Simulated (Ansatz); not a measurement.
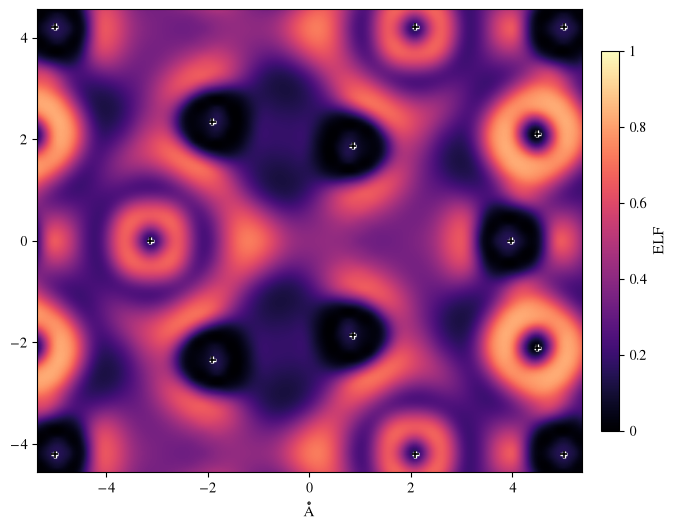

The electron localisation function on a plane through atoms (crosses mark nuclei in the plane).

Computed with DFT PBE, scalar-relativistic, plane waves, PAW in Ansatz 0.2.0.

Candidates:
A. Ga3B2As, a = 3.01 Å, b = 3.01 Å, c = 10.60 Å, α = 90.00°, β = 90.00°, γ = 120.00°. Space group P3m1; a generated structure, not necessarily the stable one; changed on purpose from its base cell (volume × 0.94, shape and atoms relaxed); computed pressure about 5 GPa in this cell.
B. Al5P2, a = 3.81 Å, b = 3.81 Å, c = 9.97 Å, α = 90.00°, β = 90.00°, γ = 90.00°. Space group P-4m2; a generated structure, not necessarily the stable one; computed without spin polarisation.
C. Al3RuN, a = 2.95 Å, b = 10.03 Å, c = 8.42 Å, α = 90.00°, β = 90.00°, γ = 90.00°. Space group Cmcm; a generated structure, not necessarily the stable one; computed without spin polarisation.

**Which system is this?**

Candidate C: Al3RuN on the (100) plane of the conventional cell, which holds Al, Ru and N. Al–N (2.17 Å): the ELF peaks at about 0.80 in the valence shell of N, 0.7 Å from its nucleus, and is about 0.65 at the midpoint. Al–Ru (2.65 Å): the ELF is about 0.45 at the midpoint.
